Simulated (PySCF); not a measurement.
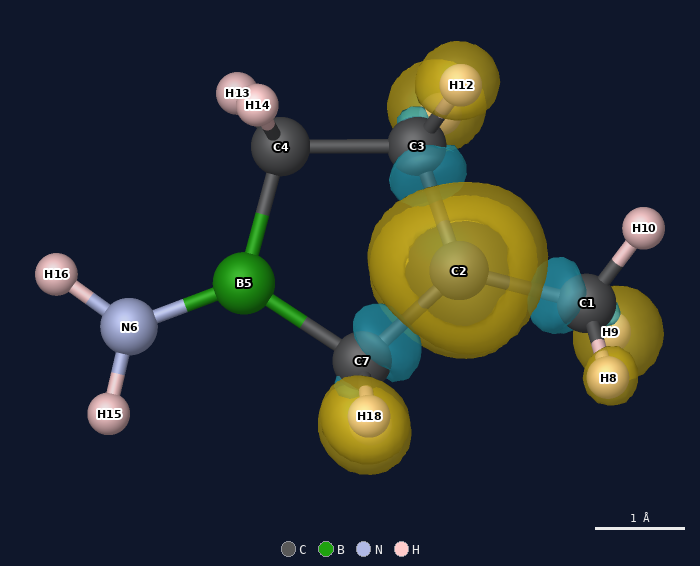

Figure 1: C5H11BN (SMILES C[C]1CCB(N)C1) (doublet). Isosurfaces of the spin density at +0.02 (yellow) and −0.02 e/Å³ (cyan), seen across its widest extent.

Geometry: GFN2-xTB.

Theory: UKS B3LYP, pcH-1 on B C H N, non-relativistic, mean-field spin-orbit, GIAO (PySCF).

```xyz
18

C    -2.4438   -0.4513   -0.1994
C    -1.0136   -0.0677   -0.1210
C    -0.5504    1.1161    0.6553
C     0.9819    1.1913    0.5122
B     1.4066   -0.1968   -0.1396
N     2.7017   -0.6459   -0.3057
C     0.0853   -0.9655   -0.5766
H    -2.6696   -0.9219   -1.1582
H    -2.7131   -1.1766    0.5815
H    -3.0887    0.4175   -0.0737
H    -0.8308    1.0112    1.7148
H    -1.0426    2.0331    0.3078
H     1.4543    1.4026    1.4723
H     1.2521    2.0207   -0.1447
H     2.9381   -1.5249   -0.7344
H     3.5128   -0.1266   -0.0145
H    -0.0125   -1.9652   -0.1287
H     0.0232   -1.1437   -1.6590
```

Q: Which atoms carry the spin?

A: The unpaired spin (1 electron) lies mostly on C2 (about 0.6), in electrons by Hirshfeld's partition.
